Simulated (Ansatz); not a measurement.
Band structure of YAl3 (Pm-3m, 4 atoms in the cell).

```xyz
4
Lattice="4.2044 0.0000 0.0000 0.0000 4.2044 0.0000 0.0000 0.0000 4.2044" Properties=species:S:1:pos:R:3 pbc="T T T"
Y      0.0000     0.0000     0.0000
Al     0.0000     2.1022     2.1022
Al     2.1022     0.0000     2.1022
Al     2.1022     2.1022     0.0000
```

Method of the run: LDA (PW92), PAW files made with PBE (plane waves; Ansatz, a first-principles code).

Settings: kpoints.mp_grid.grid = 6 6 6; hamiltonian.xc = lda; hamiltonian.pseudopotentials = {kind: paw} (the program's default PAW files); scf.occupations.method = fermi_dirac; scf.occupations.width = 0.1 eV; kpoints.band_path.npoints = 8.

The starting cell comes from a database of computed structures (which also holds hypothetical and non-ambient phases and stackings), without a prior relaxation at this level. Its lattice was rescaled by a random factor within 2.5 % of one.

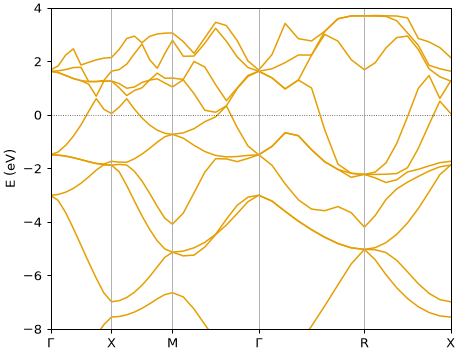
Figure: Bands along the path, energies from the Fermi level.

Levels in eV from the Fermi level, bands 7 to 13:
| point | 7 | 8 | 9 | 10 | 11 | 12 | 13 |
|---|---|---|---|---|---|---|---|
| Γ | -3.00 | -1.49 | -1.49 | -1.49 | 1.63 | 1.63 | 1.63 |
| X | -1.88 | -1.88 | -1.73 | 0.05 | 1.27 | 1.27 | 1.64 |
| M | -5.13 | -4.08 | -0.72 | -0.72 | 1.05 | 1.38 | 2.79 |
| R | -5.02 | -4.19 | -2.22 | -2.22 | -2.22 | 1.69 | 3.70 |

Bands cross the Fermi level along this path, so the cell is metallic at this level.

Keys are those of Ansatz 0.2.
